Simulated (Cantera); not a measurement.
Feed: 1 mol NF₃, 0.17 mol SO₂, 0.61 mol H₂, 0.068 mol H₂O, equilibrated at 13300 Pa.

These are equilibrium values from Cantera (NASA tables, ideal gas, pure condensed phases), not measurements of a reactor. Candidate condensed phases: H₂O, H₂SO₄, S; 62 gas species. The tables' values for SOF₂ are old estimates; treat these amounts as uncertain. Equilibrium is a limit: real reactors are often held back by kinetics, nucleation or transport.

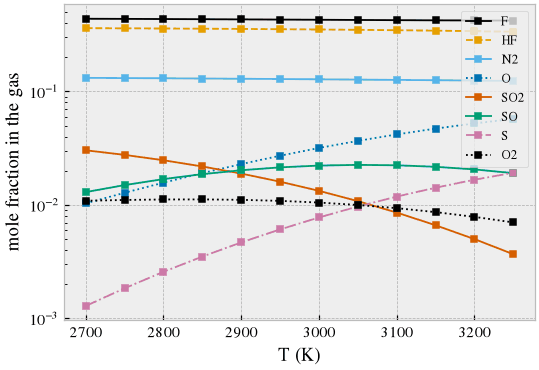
Figure. Equilibrium gas composition (values under 1e-9 drawn at 1e-9)

Question: Read off the mole fractions at 3200 K.

Answer: F about 0.42, HF about 0.34, N₂ about 0.12, O about 0.052, SO about 0.021, S about 0.017, O₂ about 0.0078, SO₂ about 0.0050.
